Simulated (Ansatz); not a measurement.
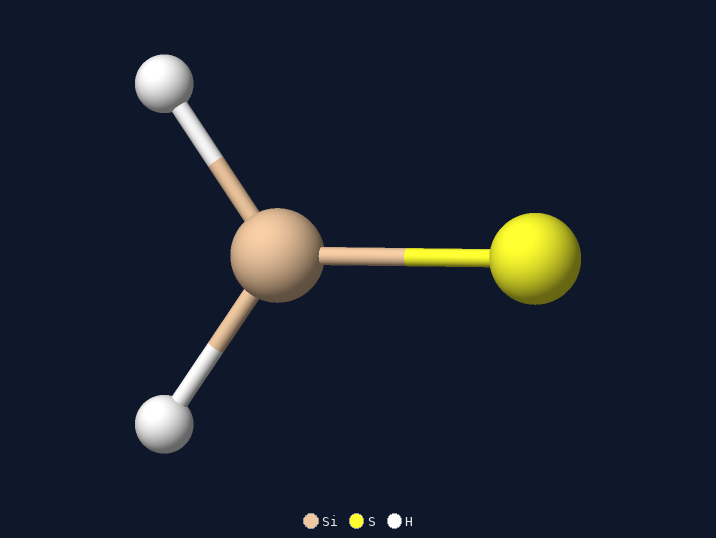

A ball-and-stick model of a molecule.

The computed structure is the end point of a PBE0-D4/def2-TZVP optimisation. No frequency run is at hand to confirm it as a minimum.

**Give the formula.**

H₂SSi, 4 atoms: 2 hydrogen, 1 sulfur and 1 silicon.

**Which point group does it belong to?**

C2v.

The parts below concern this one geometry. Atoms keep their numbers from picture to picture.

**Shape**

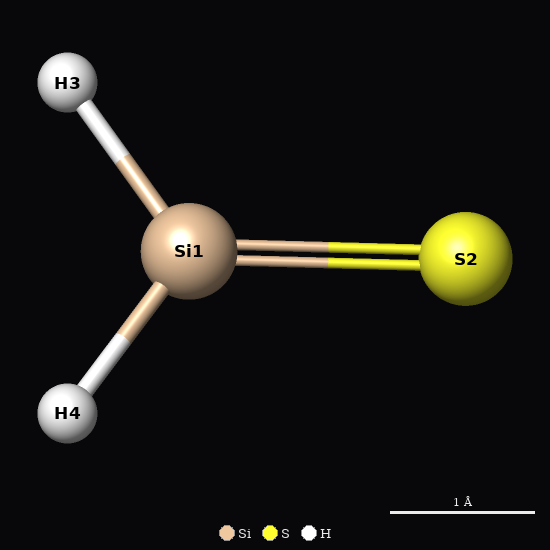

The atoms are numbered. No frequency run is at hand to confirm it as a minimum.

Give these bond angles: S2–Si1–H3, H3–Si1–H4.

```csv
angle,degrees
S2–Si1–H3,125.0
H3–Si1–H4,109.9
```

**Electronic properties**

No frequency run is at hand to confirm it as a minimum. Level of theory: RKS PBE0-D4/def2-TZVPP (Ansatz 0.2.0).

Computed properties:

- HOMO energy (Kohn–Sham orbital): −7.23 eV
- LUMO energy (Kohn–Sham orbital): −2.59 eV
- HOMO–LUMO gap: 4.64 eV

**Charges**

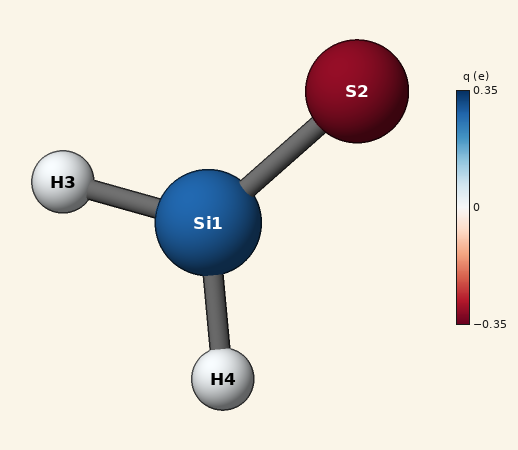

Atoms are coloured by their Mulliken charges. No frequency run is at hand to confirm it as a minimum. Method: RKS PBE0-D4/def2-TZVP (Ansatz 0.2.0).

Give the Mulliken charges atom by atom.

```tsv
atom	value (e)
Si1	0.28
S2	−0.31
H3	0.01
H4	0.01
```

**Dipole moment**

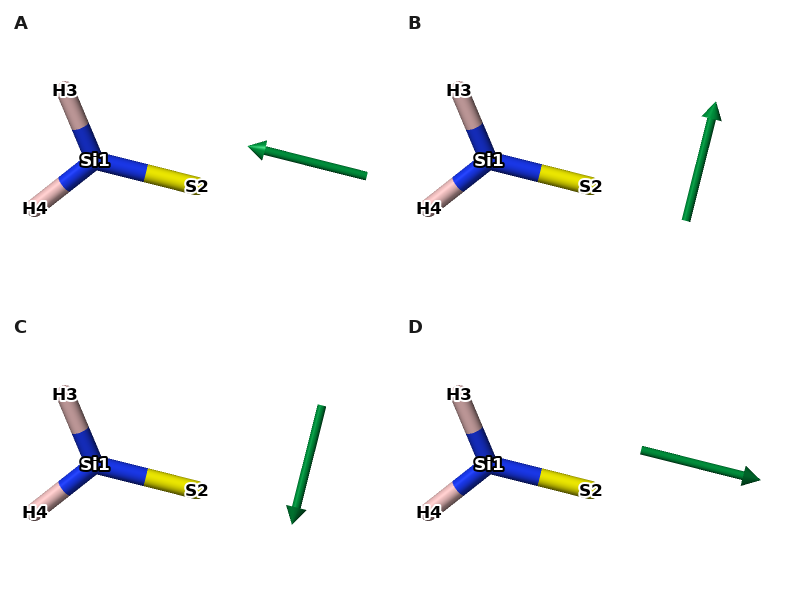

The same molecule four times, each with an arrow. No frequency run is at hand to confirm it as a minimum. Method: RKS PBE0-D4/def2-TZVP (Ansatz 0.2.0).

**Which arrow points along the dipole moment, from the negative to the positive end?**

A. The dipole moment is 2.70 D; it points from the side of S2 to the side of H3, H4 (the outermost atoms at the two ends).

Mulliken values depend strongly on the basis set and can even reverse the polarity of a bond.
